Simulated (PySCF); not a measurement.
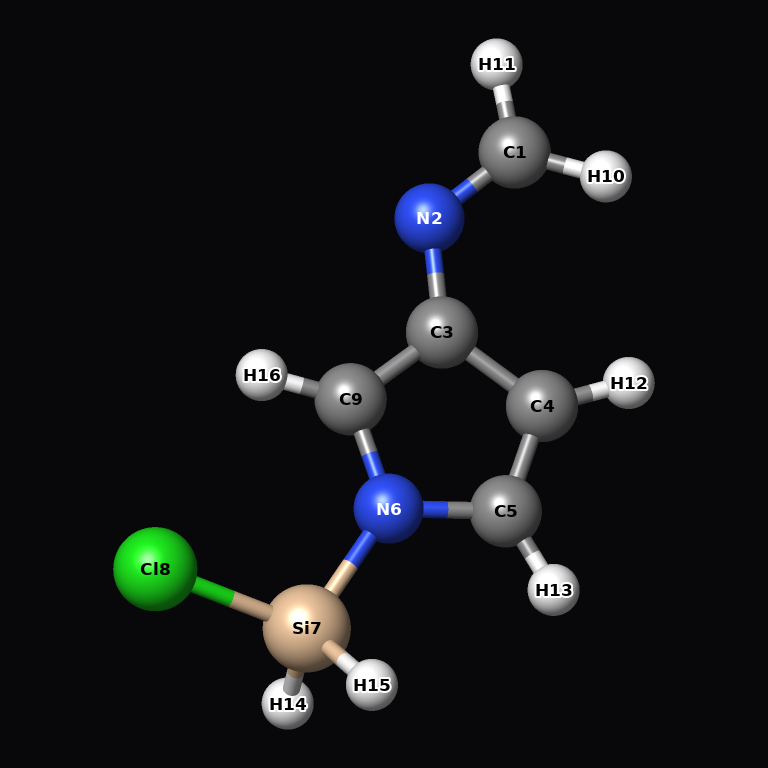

Every bond is drawn as one stick. The computed structure is the end point of a GFN2-xTB optimisation. No frequency run is at hand to confirm it as a minimum. Method: PBE0/pcSseg-1 (PySCF 2.14.0).

Which bond between heavy atoms has the highest Mayer bond order?

Answer. C1–N2, 1.89, at a length of 1.260 Å.

Which bond between heavy atoms has the lowest Mayer bond order?

Answer. N6–Si7, 0.83, at 1.749 Å.

List the Mayer bond orders of C1–N2, N2–C3, C3–C4, C3–C9, C4–C5, C5–N6, N6–Si7, N6–C9, Si7–Cl8 (bonds between heavy atoms, one of each equivalent set).

```
   bond  Mayer order  length (Å)
  C1–N2         1.89       1.260
  N2–C3         1.15       1.376
  C3–C4         1.25       1.433
  C3–C9         1.50       1.373
  C4–C5         1.60       1.355
  C5–N6         1.10       1.377
 N6–Si7         0.83       1.749
  N6–C9         1.10       1.367
Si7–Cl8         1.02       1.997
```

The geometry is semi-empirical. Around Si such bond lengths and angles can be off by a tenth of an ångström or more and by several degrees, and values that hang on the shape move with them.
